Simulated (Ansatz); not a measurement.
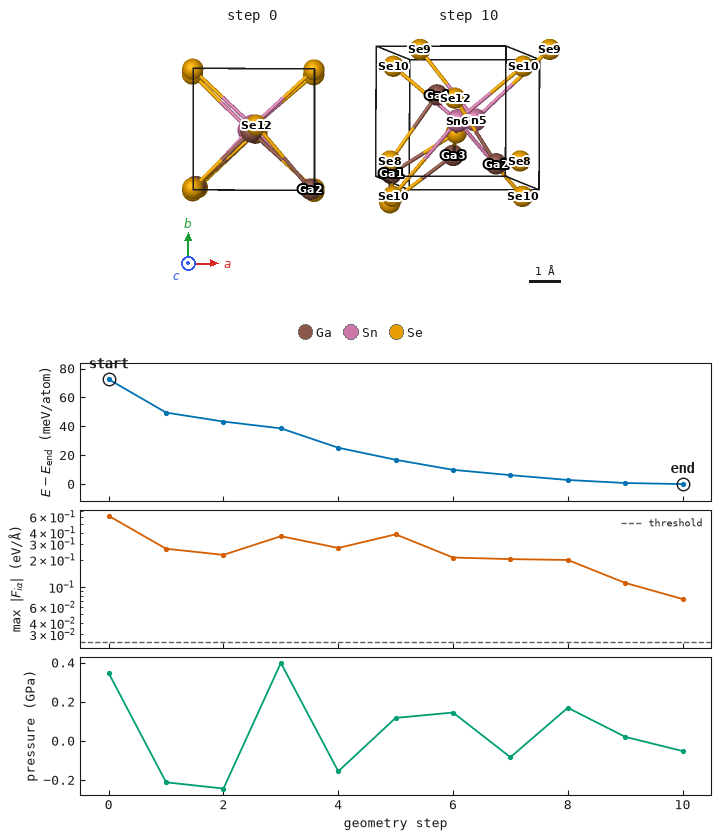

First and last geometry of a relaxation of crystalline Ga2SnSe3 (a generated structure, set up in P1) (coarse preliminary run), with the history of the run. A ball-and-stick model of the cell of the calculation, seen along the c axis.

These are results of DFT PBE, scalar-relativistic, plane waves, PAW in Ansatz 0.2.0, not measurements. Settings: plane-wave cutoff 420 eV; k-point mesh 6 × 6 × 2; occupations gaussian; smearing width 0.2 eV; no spin polarisation; cell and atoms relaxed; force threshold 0.025 eV/Å; at most 60 steps.

### Read the history and describe the run.

The run was cut off at its time limit before the relaxation converged, so the last structure is only a point on the way. A Ga atom moves most relative to the cell: 1.11 Å roughly along [−1 −2 0]. Largest moves by element: Ga 1.11 Å, Se 0.85 Å, Sn 0.36 Å. The volume changes by +7.0 %, with a 4.023 → 4.301 Å (+6.9 %), b 4.028 → 4.315 Å (+7.1 %), c 17.607 → 16.522 Å (−6.2 %), α 89.8° → 86.9°, β 87.4° → 95.0°, γ 90.3° → 89.7°. Near-neighbour distances that change, for instance: Ga–Se 2.972 → 3.684 Å, Ga–Se 2.816 → 3.523 Å, Ga–Se 2.956 → 3.615 Å, Ga–Se 3.013 → 3.672 Å. Bond angles that change, for instance: Se–Ga–Se 176.0° → 138.5°, Se–Ga–Se 173.1° → 145.7°, Se–Ga–Se 95.4° → 115.5°. The space group stays P1 (No. 1). After 10 geometry steps the energy has fallen by 72.5 meV per atom. Largest force component: 0.62 eV/Å at the start, 0.074 eV/Å at the end. The pressure goes from 0.35 to −0.05 GPa. The run took 8.1 min on 1 thread of AMD EPYC 9R45 96-Core Processor (Zen 5), on a shared host, peak memory 1.3 GiB.

Limits of the set-up: layers or molecules are held without a dispersion correction, so their spacing is unreliable.
